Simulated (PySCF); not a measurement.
**C4H2NOP: electronic excitations and core binding energies**

Wanted: the electronic excitations and core binding energies of C4H2NOP (`N#Cc1occp1`), by calculation.

Computed with PySCF 2.14.0, with density-fitted response routines of our own, on a single molecule in the gas phase. Atoms are numbered from 0 throughout.

## 1. The starting structure

9 atoms, charge 0, multiplicity 1; geometry from: GFN2-xTB.

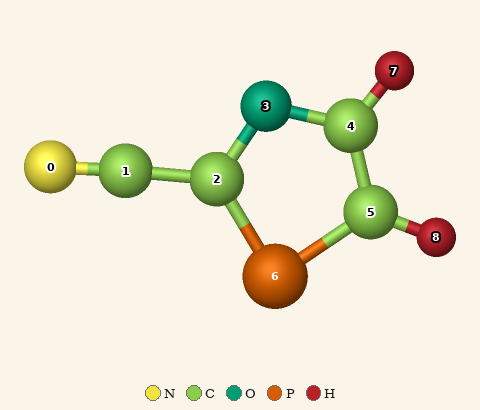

The starting geometry (nitrogen yellow, carbon green, oxygen teal, phosphorus orange, hydrogen red), atoms numbered.

## 2. TDDFT and polarisability: B3LYP/def2-SVPD

Job settings and geometry (Å):

```
{"job": {"kind": "uv", "xc": "B3LYP", "basis": "def2-SVPD", "nstates": 8, "ntriplets": 3}, "charge": 0, "multiplicity": 1}
N      3.433522     0.088400     0.328443
C      2.291259     0.094924     0.211837
C      0.901245     0.155522     0.061332
O      0.183531    -0.980926     0.181599
C     -1.109023    -0.747547     0.011908
C     -1.450835     0.542945    -0.240759
P     -0.027197     1.581941    -0.273726
H     -1.750597    -1.607769     0.092915
H     -2.458345     0.878502    -0.398728
```

Level: TDDFT B3LYP/def2-SVPD, vertical, gas phase, core orbitals frozen in the response.

Run with:

```bash
$ OMP_NUM_THREADS=1 python probes_run.py task.json out
```

One launch serves the whole session: the jobs run in the order shown.

What it wrote:

```text
coarse grid: 9360 points
cycle   1  E = -624.4563227382  dE =  1.326e+00  |g| = 5.469e-01  |ddm| = 5.668e+00
cycle   2  E = -624.2220042175  dE =  2.343e-01  |g| = 1.151e+00  |ddm| = 1.927e+00
cycle   3  E = -624.5180388832  dE = -2.960e-01  |g| = 1.833e-01  |ddm| = 1.404e+00
cycle   4  E = -624.5243719459  dE = -6.333e-03  |g| = 7.459e-02  |ddm| = 2.330e-01
cycle   5  E = -624.5254555997  dE = -1.084e-03  |g| = 2.300e-02  |ddm| = 1.018e-01
cycle   6  E = -624.5255586508  dE = -1.031e-04  |g| = 1.051e-02  |ddm| = 4.364e-02
cycle   7  E = -624.5255892683  dE = -3.062e-05  |g| = 1.640e-03  |ddm| = 1.829e-02
cycle   8  E = -624.5255900313  dE = -7.630e-07  |g| = 5.599e-04  |ddm| = 3.571e-03
final grid: 89704 points
cycle   9  E = -624.6188874634  dE = -2.685e-05  |g| = 3.526e-03  |ddm| = 9.722e-02
cycle  10  E = -624.6188834516  dE =  4.012e-06  |g| = 5.680e-03  |ddm| = 1.058e-02
cycle  11  E = -624.6188901961  dE = -6.745e-06  |g| = 6.659e-04  |ddm| = 6.467e-03
cycle  12  E = -624.6188902804  dE = -8.422e-08  |g| = 2.635e-04  |ddm| = 1.139e-03
cycle  13  E = -624.6188902949  dE = -1.451e-08  |g| = 1.509e-04  |ddm| = 5.229e-04
cycle  14  E = -624.6188902996  dE = -4.735e-09  |g| = 5.226e-05  |ddm| = 2.026e-04
cycle  15  E = -624.6188903004  dE = -7.614e-10  |g| = 9.288e-06  |ddm| = 9.184e-05
converged SCF energy = -624.6188903004

Static polarisability (au): isotropic 77.937, principal 47.389 75.400 111.021

Singlet excitations
state   eV       nm        f      main configurations
  1   4.6789    265.0   0.22876   H->L 0.93
  2   5.3302    232.6   0.01192   H-2->L 0.96
  3   5.3812    230.4   0.02613   H-1->L 0.72, H->L+1 0.24
  4   5.6986    217.6   0.00095   H->L+2 0.89
  5   5.8600    211.6   0.00019   H-3->L 0.92
  6   6.2982    196.9   0.00001   H->L+3 0.97
  7   6.3911    194.0   0.19608   H->L+1 0.69, H-1->L 0.21
  8   6.7669    183.2   0.00002   H->L+4 0.94

Triplet excitations (Tamm-Dancoff, eV): 2.8006 4.3906 4.5007
```

It took 17 s on 1 thread of Arm Neoverse V1, shared host; peak memory 0.68 GiB.

Frontier orbitals and where they lie:

```
orbital     eV                      atoms
 HOMO−3  -9.69   N0 42 %, C1 33 %, P6 7 %
 HOMO−2  -8.91   P6 67 %, C5 12 %, C2 9 %
 HOMO−1  -8.61  C5 37 %, P6 19 %, O3 18 %
   HOMO  -7.34  C2 26 %, P6 20 %, N0 15 %
   LUMO  -2.56  P6 33 %, C2 20 %, O3 12 %
 LUMO+1  -0.61  C5 32 %, C4 29 %, P6 17 %
 LUMO+2  -0.34  N0 32 %, C1 26 %, C2 14 %
```

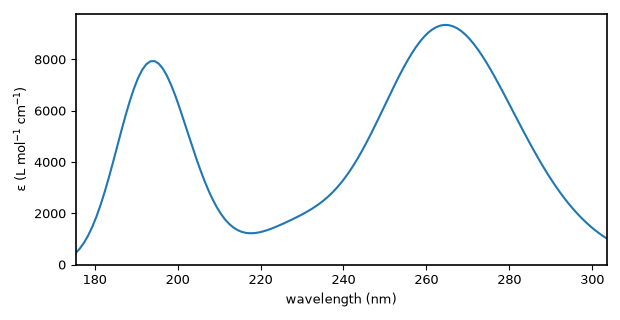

Absorption spectrum: each of the 8 states is a Gaussian band of 0.4 eV half-width at 1/e. Beyond the last state computed it falls off for lack of states.

Ground-state properties from the same run:

```
           property  computed
  dipole moment (D)      5.09
polarisability (Å³)     11.55
 HOMO–LUMO gap (eV)      4.77
      −ε(HOMO) (eV)      7.34
```

## 3. Core holes by ΔSCF: SCAN, X2C

The job, as its differences from that of step 2:

```diff
@@ -1,2 +1,2 @@
-{"job": {"kind": "uv", "xc": "B3LYP", "basis": "def2-SVPD", "nstates": 8, "ntriplets": 3}, "charge": 0, "multiplicity": 1}
+{"job": {"kind": "xps"}, "charge": 0, "multiplicity": 1}
 N      3.433522     0.088400     0.328443
```

Method: delta-SCF UKS SCAN, pcX-2 on the ionised atom, pcseg-1 elsewhere, spin-free X2C.

What it wrote:

```text
ground state, core basis on atom 0 (N), 143 functions
  cycle   1  E = -625.56721763  |g| = 5.11e-01
  cycle   2  E = -625.30122537  |g| = 1.16e+00
  cycle   3  E = -625.61084915  |g| = 2.71e-01
  cycle   4  E = -625.62657639  |g| = 8.06e-02
  cycle   5  E = -625.62792224  |g| = 2.83e-02
  cycle   6  E = -625.62803954  |g| = 1.83e-02
  cycle   7  E = -625.62812632  |g| = 6.07e-03
  cycle   8  E = -625.62813815  |g| = 2.18e-03
  cycle   9  E = -625.62814011  |g| = 9.70e-04
  cycle  10  E = -625.62814070  |g| = 1.89e-04
  E(ground) = -625.66134580 Eh
hole in N 1s of atom 0
  cycle   1  E = -610.02586908  |g| = 1.85e+00
  cycle   2  E = -606.58351432  |g| = 2.71e+00
  cycle   3  E = -609.86079519  |g| = 1.14e+00
  cycle   4  E = -610.56693582  |g| = 5.95e-01
  cycle   5  E = -610.64808475  |g| = 4.45e-01
  cycle   6  E = -610.74786045  |g| = 8.65e-02
  cycle   7  E = -610.74905718  |g| = 6.53e-02
  cycle   8  E = -610.75107641  |g| = 1.68e-02
  cycle   9  E = -610.75124695  |g| = 8.61e-03
  cycle  10  E = -610.75129830  |g| = 4.39e-03
  cycle  11  E = -610.75133039  |g| = 2.04e-03
  cycle  12  E = -610.75133667  |g| = 1.68e-03
  cycle  13  E = -610.75133941  |g| = 4.81e-04
  E(ion) = -610.78488577 Eh   <S^2> = 0.8079   hole on atom = 1.000   binding energy = 404.809 eV
ground state, core basis on atom 1 (C), 143 functions
  cycle   1  E = -625.61894304  |g| = 5.87e-02
  cycle   2  E = -625.61842937  |g| = 4.82e-02
  cycle   3  E = -625.61806311  |g| = 6.06e-02
  cycle   4  E = -625.61902107  |g| = 9.71e-03
  cycle   5  E = -625.61904417  |g| = 2.37e-03
  cycle   6  E = -625.61904592  |g| = 7.02e-04
  cycle   7  E = -625.61904469  |g| = 3.27e-04
  E(ground) = -625.65606249 Eh
hole in C 1s of atom 1
  cycle   1  E = -614.32284024  |g| = 1.51e+00
  cycle   2  E = -609.88503717  |g| = 2.74e+00
  cycle   3  E = -609.33320372  |g| = 2.13e+00
  cycle   4  E = -614.64938448  |g| = 7.02e-01
  cycle   5  E = -614.78060929  |g| = 4.47e-01
  cycle   6  E = -614.83709857  |g| = 2.85e-01
  cycle   7  E = -614.87784480  |g| = 7.44e-02
  cycle   8  E = -614.88017022  |g| = 3.22e-02
  cycle   9  E = -614.88061075  |g| = 1.13e-02
  cycle  10  E = -614.88070236  |g| = 7.80e-03
  cycle  11  E = -614.88076471  |g| = 5.13e-03
  cycle  12  E = -614.88083236  |g| = 2.72e-03
  cycle  13  E = -614.88085645  |g| = 1.12e-03
  cycle  14  E = -614.88086036  |g| = 9.87e-04
  cycle  15  E = -614.88086109  |g| = 4.68e-04
  E(ion) = -614.91594708 Eh   <S^2> = 0.8129   hole on atom = 1.000   binding energy = 292.253 eV
ground state, core basis on atom 2 (C), 143 functions
  cycle   1  E = -625.61892445  |g| = 6.21e-02
  cycle   2  E = -625.61790494  |g| = 7.15e-02
  cycle   3  E = -625.61820125  |g| = 6.17e-02
  cycle   4  E = -625.61907838  |g| = 8.21e-03
  cycle   5  E = -625.61909199  |g| = 3.80e-03
  cycle   6  E = -625.61909744  |g| = 7.87e-04
  cycle   7  E = -625.61909687  |g| = 2.27e-04
  E(ground) = -625.65370883 Eh
hole in C 1s of atom 2
  cycle   1  E = -614.25617660  |g| = 1.53e+00
  cycle   2  E = -612.08882778  |g| = 2.67e+00
  cycle   3  E = -614.50879231  |g| = 8.62e-01
  cycle   4  E = -614.60775085  |g| = 7.13e-01
  cycle   5  E = -614.82900108  |g| = 2.06e-01
  cycle   6  E = -614.84710214  |g| = 1.01e-01
  cycle   7  E = -614.85241133  |g| = 1.73e-02
  cycle   8  E = -614.85253081  |g| = 1.03e-02
  cycle   9  E = -614.85258357  |g| = 5.75e-03
  cycle  10  E = -614.85260621  |g| = 4.14e-03
  cycle  11  E = -614.85262659  |g| = 1.93e-03
  cycle  12  E = -614.85263698  |g| = 1.53e-03
  cycle  13  E = -614.85264384  |g| = 8.72e-04
  cycle  14  E = -614.85264693  |g| = 4.13e-04
  E(ion) = -614.88684172 Eh   <S^2> = 0.7924   hole on atom = 1.000   binding energy = 292.981 eV
ground state, core basis on atom 3 (O), 143 functions
  cycle   1  E = -625.64244413  |g| = 1.04e-01
  cycle   2  E = -625.63924638  |g| = 1.33e-01
  cycle   3  E = -625.64160138  |g| = 7.63e-02
  cycle   4  E = -625.64273552  |g| = 3.17e-02
  cycle   5  E = -625.64300119  |g| = 4.64e-03
  cycle   6  E = -625.64300775  |g| = 1.73e-03
  cycle   7  E = -625.64300648  |g| = 7.39e-04
  cycle   8  E = -625.64300647  |g| = 2.00e-04
  E(ground) = -625.67646872 Eh
hole in O 1s of atom 3
  cycle   1  E = -604.91806406  |g| = 2.23e+00
  cycle   2  E = -603.18202781  |g| = 2.79e+00
  cycle   3  E = -604.83517362  |g| = 1.24e+00
  cycle   4  E = -605.33941265  |g| = 8.85e-01
  cycle   5  E = -605.71742000  |g| = 2.76e-01
  cycle   6  E = -605.72218998  |g| = 2.50e-01
  cycle   7  E = -605.75350668  |g| = 7.34e-02
  cycle   8  E = -605.75696874  |g| = 2.96e-02
  cycle   9  E = -605.75745012  |g| = 7.76e-03
  cycle  10  E = -605.75748083  |g| = 2.71e-03
  cycle  11  E = -605.75748596  |g| = 1.15e-03
  cycle  12  E = -605.75748557  |g| = 5.93e-04
  cycle  13  E = -605.75748735  |g| = 3.94e-04
  E(ion) = -605.79075776 Eh   <S^2> = 0.7640   hole on atom = 1.000   binding energy = 541.118 eV
ground state, core basis on atom 4 (C), 143 functions
  cycle   1  E = -625.61715554  |g| = 9.87e-02
  cycle   2  E = -625.61183012  |g| = 1.79e-01
  cycle   3  E = -625.61789042  |g| = 3.92e-02
  cycle   4  E = -625.61802000  |g| = 3.26e-02
  cycle   5  E = -625.61834144  |g| = 5.90e-03
  cycle   6  E = -625.61834858  |g| = 1.58e-03
  cycle   7  E = -625.61835009  |g| = 7.73e-04
  cycle   8  E = -625.61834939  |g| = 1.02e-04
  E(ground) = -625.65298561 Eh
hole in C 1s of atom 4
  cycle   1  E = -614.27290202  |g| = 1.52e+00
  cycle   2  E = -610.66682535  |g| = 3.04e+00
  cycle   3  E = -614.33076053  |g| = 1.00e+00
  cycle   4  E = -614.55288623  |g| = 7.80e-01
  cycle   5  E = -614.78522408  |g| = 3.80e-01
  cycle   6  E = -614.85120400  |g| = 1.39e-01
  cycle   7  E = -614.86032457  |g| = 4.90e-02
  cycle   8  E = -614.86124682  |g| = 3.06e-02
  cycle   9  E = -614.86176165  |g| = 7.22e-03
  cycle  10  E = -614.86181856  |g| = 5.23e-03
  cycle  11  E = -614.86186405  |g| = 3.65e-03
  cycle  12  E = -614.86190457  |g| = 2.35e-03
  cycle  13  E = -614.86192412  |g| = 1.75e-03
  cycle  14  E = -614.86193090  |g| = 6.68e-04
  cycle  15  E = -614.86193290  |g| = 3.43e-04
  E(ion) = -614.89518153 Eh   <S^2> = 0.8026   hole on atom = 1.000   binding energy = 292.735 eV
ground state, core basis on atom 5 (C), 143 functions
  cycle   1  E = -625.61572258  |g| = 6.16e-02
  cycle   2  E = -625.61527325  |g| = 5.02e-02
  cycle   3  E = -625.61551631  |g| = 3.88e-02
  cycle   4  E = -625.61583763  |g| = 1.81e-02
  cycle   5  E = -625.61591446  |g| = 2.29e-03
  cycle   6  E = -625.61591493  |g| = 9.74e-04
  cycle   7  E = -625.61591594  |g| = 2.23e-04
  E(ground) = -625.65068977 Eh
hole in C 1s of atom 5
  cycle   1  E = -614.33010536  |g| = 1.52e+00
  cycle   2  E = -613.04980774  |g| = 2.13e+00
  cycle   3  E = -614.65210752  |g| = 6.92e-01
  cycle   4  E = -614.71590966  |g| = 5.91e-01
  cycle   5  E = -614.90758464  |g| = 1.46e-01
  cycle   6  E = -614.91446145  |g| = 1.10e-01
  cycle   7  E = -614.91999072  |g| = 3.81e-02
  cycle   8  E = -614.92057644  |g| = 2.07e-02
  cycle   9  E = -614.92082357  |g| = 4.90e-03
  cycle  10  E = -614.92086349  |g| = 2.80e-03
  cycle  11  E = -614.92088560  |g| = 2.09e-03
  cycle  12  E = -614.92089021  |g| = 1.35e-03
  cycle  13  E = -614.92089058  |g| = 3.33e-04
  E(ion) = -614.95479140 Eh   <S^2> = 0.7908   hole on atom = 1.000   binding energy = 291.050 eV
ground state, core basis on atom 6 (P), 154 functions
  cycle   1  E = -625.72967170  |g| = 3.40e-01
  cycle   2  E = -625.72780902  |g| = 8.55e-02
  cycle   3  E = -625.71772500  |g| = 2.02e-01
  cycle   4  E = -625.72996124  |g| = 3.07e-02
  cycle   5  E = -625.73019397  |g| = 7.26e-03
  cycle   6  E = -625.73019951  |g| = 4.77e-03
  cycle   7  E = -625.73020659  |g| = 5.90e-04
  cycle   8  E = -625.73020463  |g| = 3.84e-04
  E(ground) = -625.73456078 Eh
hole in P 1s of atom 6
  cycle   1  E = -545.54008162  |g| = 4.72e+00
  cycle   2  E = -543.42399091  |g| = 2.99e+00
  cycle   3  E = -538.24618891  |g| = 3.00e+00
  cycle   4  E = -546.53613483  |g| = 5.27e-01
  cycle   5  E = -546.25283709  |g| = 9.26e-01
  cycle   6  E = -546.67301598  |g| = 2.12e-01
  cycle   7  E = -546.68780134  |g| = 1.36e-01
  cycle   8  E = -546.69815116  |g| = 2.10e-02
  cycle   9  E = -546.69822929  |g| = 1.72e-02
  cycle  10  E = -546.69838289  |g| = 5.18e-03
  cycle  11  E = -546.69839507  |g| = 2.34e-03
  cycle  12  E = -546.69839835  |g| = 1.00e-03
  cycle  13  E = -546.69839884  |g| = 4.20e-04
  E(ion) = -546.70348831 Eh   <S^2> = 0.7533   hole on atom = 1.000   binding energy = 2150.545 eV
hole in P 2p of atom 6
  cycle   1  E = -620.27889561  |g| = 1.39e+00
  cycle   2  E = -619.37761762  |g| = 1.69e+00
  cycle   3  E = -620.14623850  |g| = 9.42e-01
  cycle   4  E = -620.63204918  |g| = 3.18e-01
  cycle   5  E = -620.64835578  |g| = 2.28e-01
  cycle   6  E = -620.66936284  |g| = 1.21e-01
  cycle   7  E = -620.67655653  |g| = 2.51e-02
  cycle   8  E = -620.67670488  |g| = 1.63e-02
  cycle   9  E = -620.67684812  |g| = 5.95e-03
  cycle  10  E = -620.67686640  |g| = 3.49e-03
  cycle  11  E = -620.67687546  |g| = 1.06e-03
  cycle  12  E = -620.67687926  |g| = 6.39e-04
  cycle  13  E = -620.67688175  |g| = 5.20e-04
  cycle  14  E = -620.67688085  |g| = 2.98e-04
  E(ion) = -620.69118055 Eh   <S^2> = 0.7553   hole on atom = 1.002   binding energy = 137.237 eV
  2p3/2 = 137.011 eV   2p1/2 = 137.903 eV
```

Wall time 54 s (1 thread of Arm Neoverse V1, shared host); peak memory 0.45 GiB.

The holes in one table. −ε is the ground-state orbital energy:

```
     hole  stands for                                          environment  ΔSCF (eV; 2p as the shell's mean)  −ε (eV)   ⟨S²⟩
N1s on N0          N0                                     nitrile nitrogen                             404.81    386.4  0.808
C1s on C1          C1                                       nitrile carbon                             292.25    275.0  0.813
C1s on C2          C2  substituted aromatic carbon next to the ring oxygen                             292.98    276.8  0.792
O1s on O3          O3                                 aromatic ring oxygen                             541.12    519.9  0.764
C1s on C4          C4                  aromatic CH next to the ring oxygen                             292.73    276.4  0.803
C1s on C5          C5                                          aromatic CH                             291.05    274.7  0.791
P1s on P6          P6       phosphorus bonded to 2 C, in a 5-membered ring                            2150.55   2093.6  0.753
P2p on P6          P6       phosphorus bonded to 2 C, in a 5-membered ring                             137.31    126.5  0.755
```

With the spin-orbit splitting: P6 2p3/2 137.01, 2p1/2 137.90 eV. The table gives each 2p level as the mean over the whole 2p shell (two parts 2p3/2, one part 2p1/2), which differs a little from the single hole in the log.

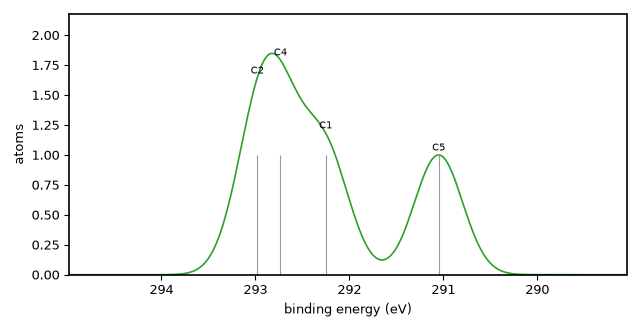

The C1s photoelectron lines, weighted by the number of atoms. Lines are broadened to a width of 0.60 eV (Gaussian).

## 4. Summary of results

| quantity | value |
| --- | --- |
| lowest singlet (B3LYP/def2-SVPD) | 4.68 eV (265 nm), f = 0.229 |
| lowest triplet | 2.80 eV |
| C1s binding energies, SCAN/pcX-2 | C2 292.98, C4 292.73, C1 292.25, C5 291.05 eV |
| N1s binding energies, SCAN/pcX-2 | N0 404.81 eV |
| O1s binding energies, SCAN/pcX-2 | O3 541.12 eV |
| P1s binding energies, SCAN/pcX-2 | P6 2150.55 eV |
| P2p binding energies, SCAN/pcX-2 | P6 137.31 eV |

**Reading.** The lowest singlet, at 4.68 eV, is HOMO→LUMO 0.93 and is bright. The lowest triplet lies 1.88 eV below the lowest singlet (triplets in Tamm-Dancoff, singlets in full TDDFT). The C1s levels kept as sound span 1.93 eV, from C5 (aromatic CH) up to C2 (substituted aromatic carbon next to the ring oxygen).
